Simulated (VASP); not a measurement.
Band structure of MgZn3S4 (space group Pm). Level of theory: PBEsol GGA, VASP's PBE PAW potentials (set 64) (plane waves; VASP).

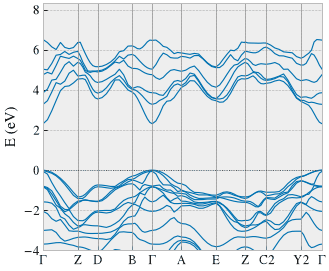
Figure: Bands along high-symmetry lines, zero at the valence-band maximum or, without a gap, the Fermi level

Q: Read the plot: is there a gap, and where are the band edges?

A: The gap is direct, 2.31 eV, from the valence maximum at Γ to the conduction minimum at Γ. (Edges off the drawn lines would not show.)

The structure comes from a computed database's MgZn3S4 entry (Pm); how it stands against other phases isn't given here. It was relaxed first.
